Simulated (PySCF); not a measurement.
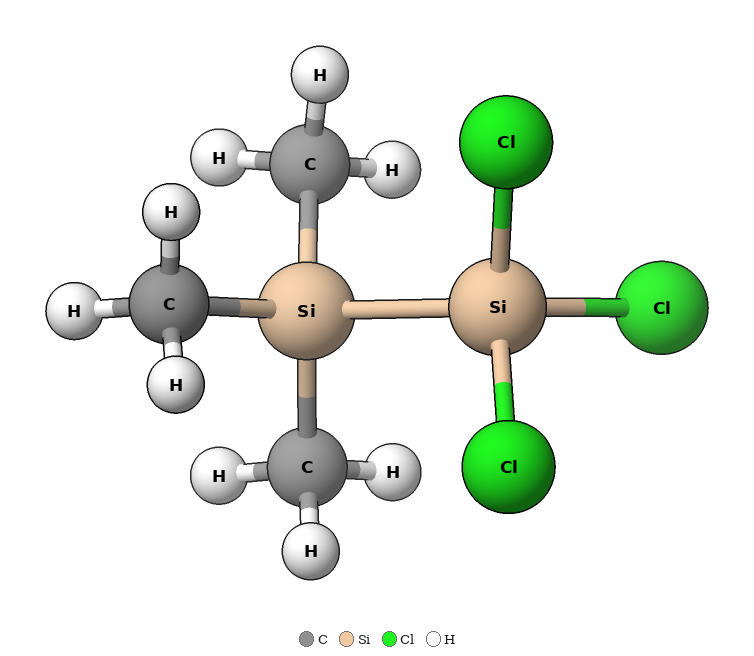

The picture shows a molecular structure as a ball-and-stick model. Every bond is drawn as one stick, whatever its order.

Which formula does it have?

Answer. C3H9Cl3Si2, 17 atoms: 3 carbon, 9 hydrogen, 3 chlorine and 2 silicon.

What is its SMILES?

Answer. C[Si](C)(C)[Si](Cl)(Cl)Cl

Describe its rings.

Answer. It has no ring.

How many bonds of each kind are drawn?

Answer. 9 C–H, 3 C–Si, 3 Cl–Si, 1 Si–Si.

More results for the same structure follow; atom numbers are the same in all pictures, views and colours differ. The computed structure is the end point of a PBE0-D3(BJ)/def2-SVP optimisation. No frequency run is at hand to confirm it as a minimum.

Geometry

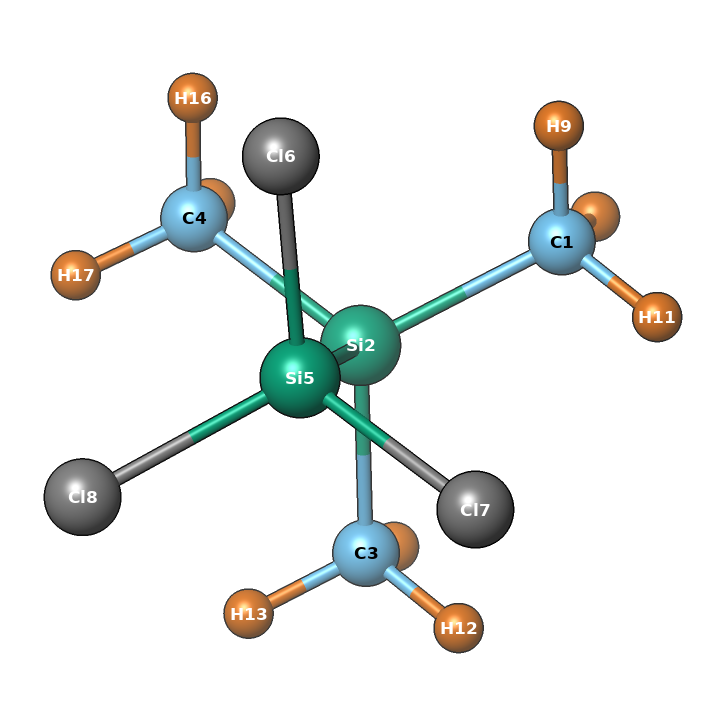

Si2 lies behind Si5. The molecule seen a little off the Si5–Si2 bond, Si5 in front. Depth is shown by fading: the farther an atom, the more it takes the colour of the background. No frequency run is at hand to confirm it as a minimum.

What is the torsion angle Cl6–Si5–Si2–C1? The sign is positive where the front bond must turn clockwise to cover the back bond.

Answer. 62°, synclinal (gauche). The bonds about Si5–Si2 are staggered.

Polarisability

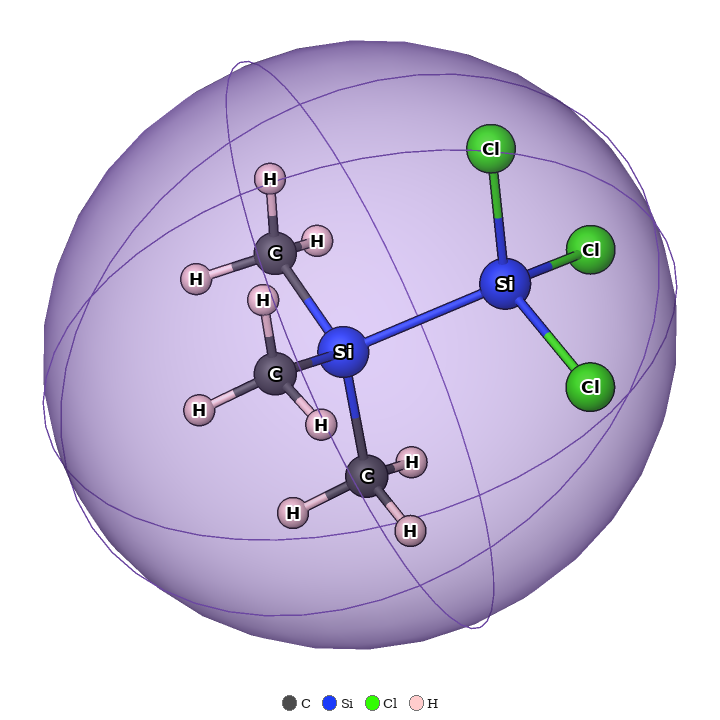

The ellipsoid shows the static dipole polarisability: its half-axes are proportional to the principal values. No frequency run is at hand to confirm it as a minimum. Computed with B3LYP/def2-SVPD (PySCF 2.14.0).

How large and how anisotropic is the polarisability?

Answer. Principal values 129.0, 129.0, 136.9 bohr³; mean 131.6 bohr³ (19.51 Å³); anisotropy 7.9 bohr³, so the longest axis is 1.06 times the shortest.

NMR shielding

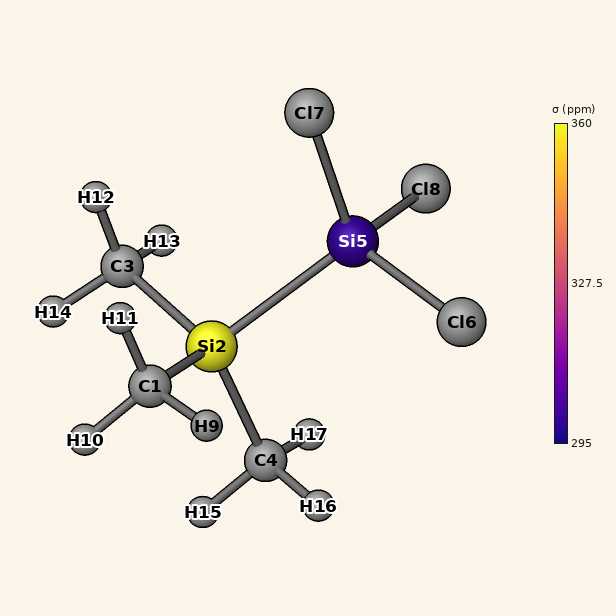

Atoms are coloured by their isotropic NMR shieldings (Si only, the others grey). No frequency run is at hand to confirm it as a minimum. Properties computed with GIAO PBE0/pcSseg-1 NMR shielding, non-relativistic, gas phase (PySCF 2.14.0).

List the isotropic NMR shieldings of the Si atoms.

| atom | σ (ppm) |
| --- | --- |
| Si2 | 358.9 |
| Si5 | 299.9 |

Core levels

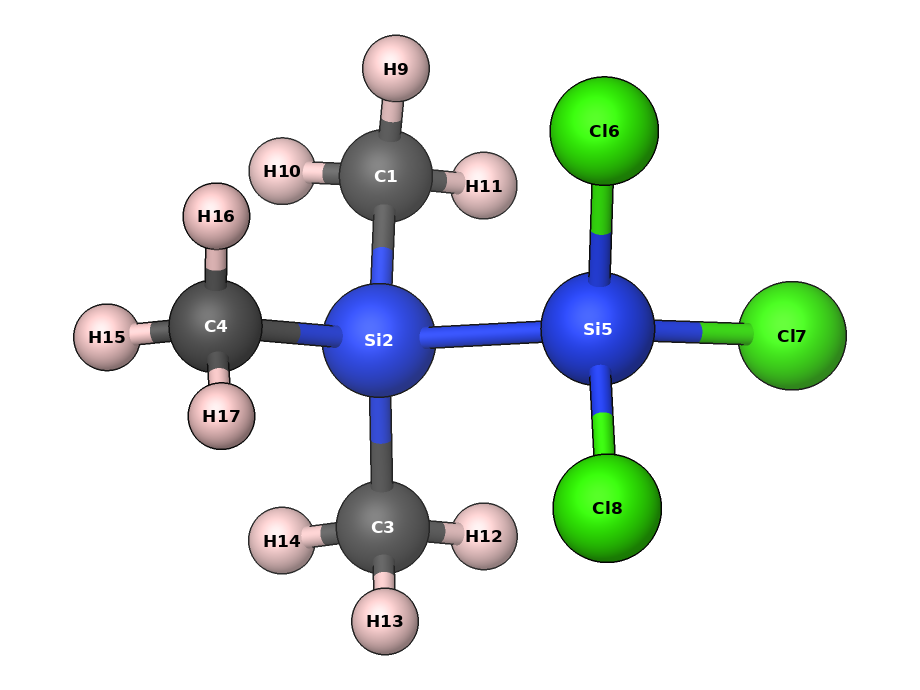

No frequency run is at hand to confirm it as a minimum. Properties computed with delta-SCF UKS SCAN, pcX-2 on the ionised atom, pcseg-1 elsewhere, spin-free X2C (PySCF 2.14.0).

Give the core-electron binding energies (to vacuum; p and d levels without spin–orbit splitting) of C1 1s, Si2 1s, Si2 2p, Si5 1s, Si5 2p, Cl6 1s, Cl6 2p.

```
atom  level  binding energy (eV)
  C1     1s                290.4
 Si2     1s               1846.2
 Si2     2p                106.6
 Si5     1s               1848.7
 Si5     2p                108.8
 Cl6     1s               2828.6
 Cl6     2p                206.5
```
